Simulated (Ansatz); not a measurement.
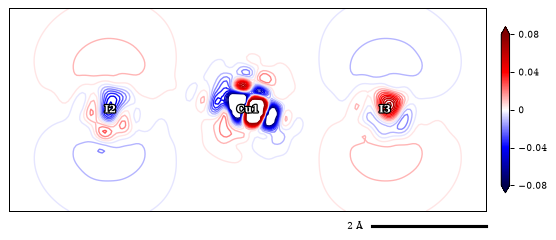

Figure. CuI2 (charge +1). The LUMO on a plane that holds the molecular axis (values in Å⁻³ᐟ²; the overall sign is arbitrary).

Geometry: PBE-D4/def2-TZVP; core potentials replace the inner electrons of I.

Method: RKS PBE0-D4/def2-TZVP in Ansatz 0.2.0.

```yaml
atoms:
  - { symbol: Cu, position_ang: [0.0003, 0.0000, 0.0001] }
  - { symbol: I, position_ang: [-0.6402, -0.6063, 2.2303] }
  - { symbol: I, position_ang: [0.6399, 0.6063, -2.2304] }
```

Describe this orbital and give its energy.

Answer. It lies mainly on I2 (about 40 %), I3 (about 40 %) and Cu1 (about 20 %); it is gerade (even under inversion). It is one of a degenerate set, so its orientation is arbitrary. Its energy is −11.93 eV.
